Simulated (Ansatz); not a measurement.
# GaH2O (SMILES [O][GaH2]) at 5 levels

We compute a comparison of 5 runs (UHF/STO-3G, U-revPBE/STO-3G, UCAM-B3LYP/STO-3G, USVWN5/STO-3G, UMP2/STO-3G) of GaH2O. 

The calculation is run with Ansatz 0.2.0.

64 further runs of the same task are left out: 34 that didn't finish, 30 set aside as unsound or not needed.

## 1. The structure to begin with

GaH2O: 4 atoms, total charge 0, spin state doublet. SMILES: `[O][GaH2]`. The Ga2–O1 distance was set to 2.691 Å, away from the relaxed value. At this shape a bond of the SMILES string is far longer than usual.

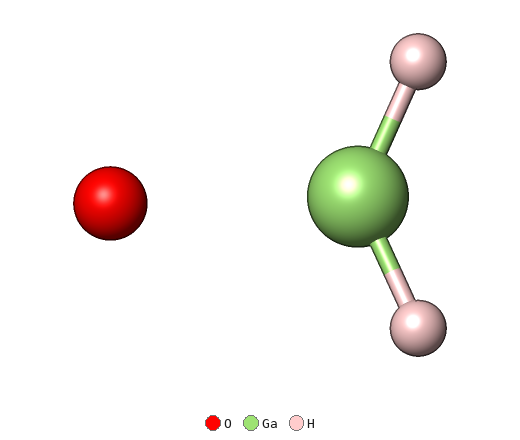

The structure, seen from a chosen angle (oxygen red, gallium green, hydrogen pink).

## 2. A single-point energy at UHF/STO-3G (run 1)

input.yaml

```yaml
crystal:
  periodic: [false, false, false]
  atoms:
    - symbol: O
      position_ang: [-1.367929, -0.751639, 2.033568]
    - symbol: Ga
      position_ang: [0.078800, 0.019500, -0.100900]
    - symbol: H
      position_ang: [-0.675200, -0.040800, -1.460300]
    - symbol: H
      position_ang: [1.537600, 0.455600, 0.218700]
basis:
  gaussian: {orbitals: STO-3G}
hamiltonian: {xc: hf}
magnetization: {spin_polarized: true, initial_magnetization: 1}
accuracy: high
```

On the command line:

```sh
ansatz run input.yaml --threads 1 --pin off --max-ram 2610MiB --events-out events.jsonl --progress --plain --runs-dir runs
```

The log of the run:

```text
Warning: RAYON_NUM_THREADS=1 ignored (pool sized by the plan → 1); use --threads N
[... 33 lines left out ...]
Total energy: -53767.33754367 eV, -1975.9132099194 hartree
```

It took 3.9 s on 1 thread of Arm Neoverse V2, shared host.

## 3. A single-point energy at U-revPBE/STO-3G (run 2)

job.yaml

```yaml
crystal:
  periodic: [false, false, false]
  atoms:
    - {symbol: O, position_ang: [-1.367929, -0.751639, 2.033568]}
    - {symbol: Ga, position_ang: [0.078800, 0.019500, -0.100900]}
    - {symbol: H, position_ang: [-0.675200, -0.040800, -1.460300]}
    - {symbol: H, position_ang: [1.537600, 0.455600, 0.218700]}
basis:
  gaussian:
    orbitals: STO-3G
magnetization:
  spin_polarized: true
  initial_magnetization: 1
hamiltonian:
  xc: {name: revPBE}
accuracy: high
```

On the command line:

```sh
ansatz run job.yaml --threads 1 --pin off --max-ram 2610MiB --events-out events.jsonl --progress --plain --runs-dir runs
```

The log of the run, cut to the lines that bear on the results:

```text
Warning: RAYON_NUM_THREADS=1 ignored (pool sized by the plan → 1); use --threads N
Functional definition: revPBE
  name "revPBE"
[...]
339 factors; integrals over basis functions are off by at most 1.9e-8 eV
[...]
mean field -53804.42144569 eV, -1977.2760181823 hartree, gradient 8.8e-8 eV, S^2 1.535052; 11 other end points of the search recorded, 0 dependent functions left out
reference -53804.42144786 eV, -1977.2760182620 hartree; 21, 20 occupied and 4, 5 virtual orbitals, 339 factors
Total energy: -53804.42144786 eV, -1977.2760182620 hartree
```

Wall time 21 s (1 thread of Arm Neoverse V2, shared host); peak memory 0.12 GiB.

Runs 3 to 4 aren't shown in full; the table further down has their settings and results.

## 4. The energy at UMP2/STO-3G (run 5)

run.yaml

```yaml
crystal:
  periodic: [false, false, false]
  atoms:
    - symbol: O
      position_ang: [-1.367929, -0.751639, 2.033568]
    - symbol: Ga
      position_ang: [0.078800, 0.019500, -0.100900]
    - symbol: H
      position_ang: [-0.675200, -0.040800, -1.460300]
    - symbol: H
      position_ang: [1.537600, 0.455600, 0.218700]
basis:
  gaussian:
    orbitals: STO-3G
magnetization:
  spin_polarized: true
  initial_magnetization: 1
correlation:
  method: mp2
  frozen_orbitals: {Ga: 9, H: 0, O: 1}
accuracy: high
```

On the command line:

```sh
ansatz run run.yaml --threads 1 --pin off --max-ram 2610MiB --events-out events.jsonl --progress --plain --runs-dir runs
```

The log of the run, cut to the lines that bear on the results:

```text
Warning: RAYON_NUM_THREADS=1 ignored (pool sized by the plan → 1); use --threads N
Functional definition: HF
  name "HF"
[...]
339 factors; integrals over basis functions are off by at most 1.9e-8 eV
[...]
mean field -53767.33754367 eV, -1975.9132099194 hartree, gradient 1.3e-8 eV, S^2 2.614766; 25 other end points of the search recorded, 0 dependent functions left out
10 core orbitals not correlated: weight in the atoms' cores, before any rotation towards them, 0.999 or more for the frozen orbitals, at most 0.001 for the correlated occupied ones
reference -53767.33754367 eV, -1975.9132099194 hartree; 11, 10 occupied and 4, 5 virtual orbitals, 339 factors
second order -0.64570402 eV of doubles, -0.00000000 eV of singles
Total energy: -53767.98324768 eV, -1975.9369391043 hartree
```

Run time: 3.9 s. Hardware: 1 thread of Arm Neoverse V2, shared host.

## 5. All runs side by side

```
run              level  frozen core orbitals   energy (Eh)   ⟨S²⟩  wall time
  1         UHF/STO-3G                     –  -1975.913210  2.615      3.9 s
  2    U-revPBE/STO-3G                     –  -1977.276018  1.535       21 s
  3  UCAM-B3LYP/STO-3G                     –  -1977.429128  1.976       64 s
  4      USVWN5/STO-3G                     –  -1973.631920  1.456      6.6 s
  5        UMP2/STO-3G                    10  -1975.936939  2.615      3.9 s
```

## 6. What came out

```
                                           quantity           value
                                run 5: total energy  -1975.93694 Eh
run 5: correlation energy (10 core orbitals frozen)       -23.7 mEh
           run 5: ⟨S²⟩ of the reference determinant           2.615
```

Totals of different functionals can't be ranked against each other. In runs 1, 2, 3, 4, 5 the basis is minimal, so the values are rough. Spin contamination of the reference: run 1 ⟨S²⟩ = 2.61, run 5 ⟨S²⟩ = 2.61, run 3 ⟨S²⟩ = 1.98, run 2 ⟨S²⟩ = 1.54, run 4 ⟨S²⟩ = 1.46. Where it is this large, the reference is a mixture of spin states, and values that rest on it are in doubt. All runs together took 99 s, the longest 64 s.
